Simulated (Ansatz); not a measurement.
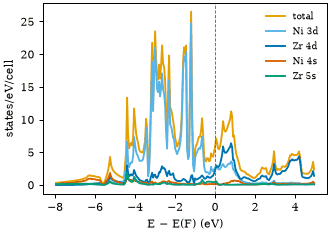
Total and projected density of states of ZrNi2 (cubic Laves (MgCu2 type), space group No. 227), plane-wave PAW r²SCAN (Ansatz code)

Q: Which orbitals carry the states next to the Fermi level?

A: Within 0.5 eV of the Fermi level: Zr 4d 45 %, Ni 3d 43 %, Zr 5s 5 %. Projections are on Löwdin-orthogonalised atomic valence shells; empty p or d shells of many metals are not among them.

Q: Where is the tallest occupied peak in this window, and what makes it?

A: Near -1.2 eV, about 27 states/eV per cell; the largest projected share is Ni 3d.

Space group Fd-3m (cubic Laves (MgCu2 type)). The workflow started from an entry of the Crystallography Open Database (COD). Its standing as an ambient phase is unchecked. Symmetry was held in the r²SCAN relaxation; its stability against distortions is not shown here. The workflow began spin-polarised and lost its moments. Spin–orbit coupling is left out wherever it is not named.

Potentials: the later of the program's two PAW sets.
